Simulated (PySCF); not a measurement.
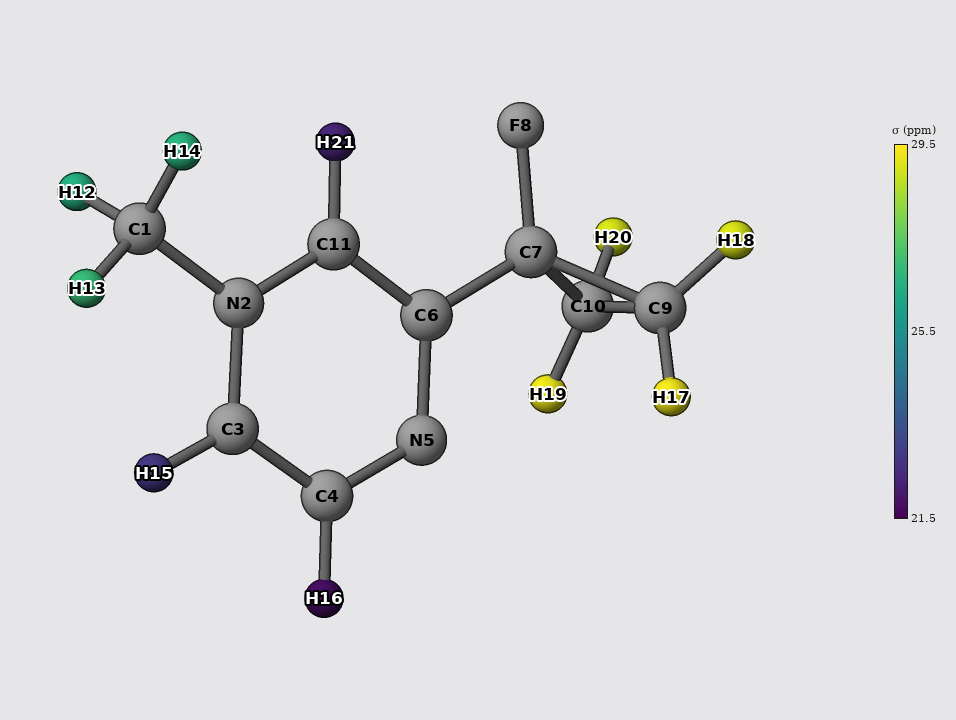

Atoms are coloured by their isotropic NMR shieldings (H only, the others grey). The species has charge +1 and is a spin singlet. Computed geometry: PBE0-D3(BJ)/def2-SVP optimisation. No frequency run is at hand to confirm it as a minimum. Method: GIAO PBE0/pcSseg-1 NMR shielding, non-relativistic, IEF-PCM methanol (PySCF 2.14.0).

Question: Which H atom is the most shielded (lowest chemical shift)?

Answer: H17 (29.32 ppm).

Question: Which H atom is the least shielded (highest chemical shift)?

Answer: H16 (21.79 ppm).

Question: How wide is the range of H shifts?

Answer: 7.53 ppm.

Give the isotropic NMR shieldings of the H atoms atom by atom.

| atom | σ (ppm) |
| --- | --- |
| H12 | 26.48 |
| H13 | 26.88 |
| H14 | 26.62 |
| H15 | 22.83 |
| H16 | 21.79 |
| H17 | 29.32 |
| H18 | 29.00 |
| H19 | 29.27 |
| H20 | 29.00 |
| H21 | 22.35 |
